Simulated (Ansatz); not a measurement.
# Two runs on CH6AlFGeO

System: CH6AlFGeO.
Method of the first run: RKS PBE0-D4/def2-TZVPP (Ansatz 0.2.0).

The geometry comes from this level: PBE0-D4/def2-TZVP. Text and figures count atoms from 1; the logs count them from 0 in places.

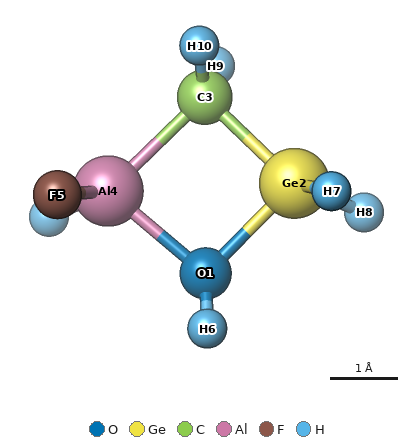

Fig. 1: The structure as given in the input (ball-and-stick view, seen at a tilt; atoms are numbered from 1 in the order of the input). Sticks mark near contacts.

## Input, the first run
```yaml
crystal:
  periodic: [false, false, false]
  atoms:
    - {symbol: O, position_ang: [-1.140946, -0.690476, 0.307818]}
    - {symbol: Ge, position_ang: [0.600055, -0.650953, 1.054140]}
    - {symbol: C, position_ang: [1.155889, 0.428207, -0.416822]}
    - {symbol: Al, position_ang: [-0.742850, 0.565497, -1.091048]}
    - {symbol: F, position_ang: [-1.517868, 1.958019, -0.589568]}
    - {symbol: H, position_ang: [-1.948096, -0.782930, 0.817511]}
    - {symbol: H, position_ang: [0.408708, -0.029286, 2.446175]}
    - {symbol: H, position_ang: [0.985559, -2.134365, 1.151369]}
    - {symbol: H, position_ang: [1.864274, -0.086580, -1.066134]}
    - {symbol: H, position_ang: [1.577087, 1.380876, -0.093651]}
    - {symbol: H, position_ang: [-1.176414, -0.015010, -2.499290]}
basis:
  gaussian: {orbitals: def2-TZVPP}
hamiltonian: {xc: pbe0, dispersion: d4}
output: {orbitals: {seedname: orbitals}}
```

Command:
```bash
ansatz run in.yaml --threads 4 --pin off --events-out ev --progress --plain --max-ram 10444MiB
```

Hardware: 4 threads of Arm Neoverse V2, 23 GiB of memory available, shared host.

## Output (the first run)
```
Functional definition: PBE0
  parameter a = 0.25
  parameter kappa = 0.804
  parameter beta = 0.06672455060314922
  exchange = (1 - a)*pbe_x(kappa = kappa, mu = beta*pi^2/3) + a*exact_x
  correlation = pbe_c(beta = beta)
1542 factors; their error is unknown
mean field evaluation 1: about -68992.3485 eV, gradient 8.0e1 eV
mean field evaluation 2: about -68976.5513 eV, gradient 1.2e2 eV
mean field evaluation 4: about -69003.5753 eV, gradient 6.1e0 eV
mean field evaluation 8: about -69003.6500 eV, gradient 9.6e-2 eV
mean field evaluation 16: about -69003.9410 eV, gradient 2.2e-5 eV
mean field -69003.94101768 eV, -2535.8480598485 hartree, gradient 2.2e-5 eV, S^2 0.000000; 0 other end points of the search recorded, 0 dependent functions left out
reference -69003.94105448 eV, -2535.8480612009 hartree; 37, 37 occupied and 230, 230 virtual orbitals, 1542 factors
Total energy: -69004.15040703 eV, -2535.8557547652 hartree
```

For the second run the input was changed thus:
```diff
-hamiltonian: {xc: pbe0, dispersion: d4}
+hamiltonian: {xc: {name: wB97X-V}}
```

How does the second run compare with the first run?

The total energies belong to different models, so their difference says nothing on which is more stable or more accurate. The HOMO goes from −7.45 to −9.78 eV. The LUMO goes from −0.84 to 1.14 eV. On the same kind of shared host the second run took about 2.5 times as long.

## Output (the second run)
```
Functional definition: wB97X-V
  parameter omega = 0.3/bohr
  parameter cx = 0.167
  parameter cx1 = 0.603
  parameter cx2 = 1.194
  parameter css0 = 0.556
  parameter css1 = -0.257
  parameter cos0 = 1.219
  parameter cos1 = -1.850
  parameter b = 6.0
  parameter c = 0.01
  exchange = spin_sum(e_x_unif_sr(omega)*poly(b97_u_x, 1 - cx, cx1, cx2)) + cx*exact_x_sr(omega) + exact_x_lr(omega)
  correlation = spin_sum(e_c_pw_same_spin*poly(b97_u_same, css0, css1))
      + integral(e_c_pw_opposite_spin*poly(b97_u_opposite, cos0, cos1)) + vv10(b, c)
1518 factors; their error is unknown
342 factors; integrals over basis functions are off by at most 7.7e-6 eV
mean field evaluation 1: about -69004.2386 eV, gradient 6.8e1 eV
mean field evaluation 2: about -69004.2303 eV, gradient 7.3e1 eV
mean field evaluation 4: about -69012.0940 eV, gradient 2.7e0 eV
mean field evaluation 8: about -69012.1172 eV, gradient 5.0e-2 eV
mean field evaluation 16: about -69012.3040 eV, gradient 3.8e-5 eV
mean field -69012.30402968 eV, -2536.1553948708 hartree, gradient 3.8e-5 eV, S^2 0.000000; 0 other end points of the search recorded, 0 dependent functions left out
reference -69012.30402734 eV, -2536.1553947851 hartree; 37, 37 occupied and 230, 230 virtual orbitals, 1518 factors
Total energy: -69012.30402734 eV, -2536.1553947851 hartree
```

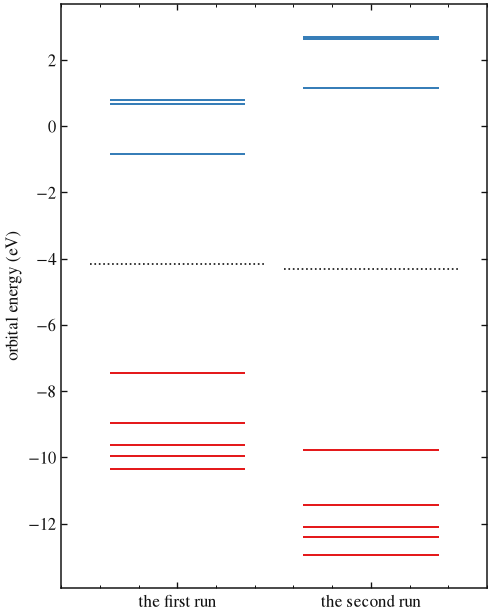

Fig. 2: The five highest filled and three lowest empty orbital energies of the two runs; the dotted lines part filled from empty levels. The HOMO–LUMO gap is 6.61 eV in the first run and 10.93 eV in the second run.

## The two runs side by side

| quantity | the first run | the second run |
| --- | --- | --- |
| outcome | converged | converged |
| total energy (hartree) | −2535.855755 | −2536.155395 |
| HOMO (eV) | −7.45 | −9.78 |
| LUMO (eV) | −0.84 | 1.14 |
| basis functions | 267 | 267 |
| wall time (shared host) | 3.4 s | 8.5 s |
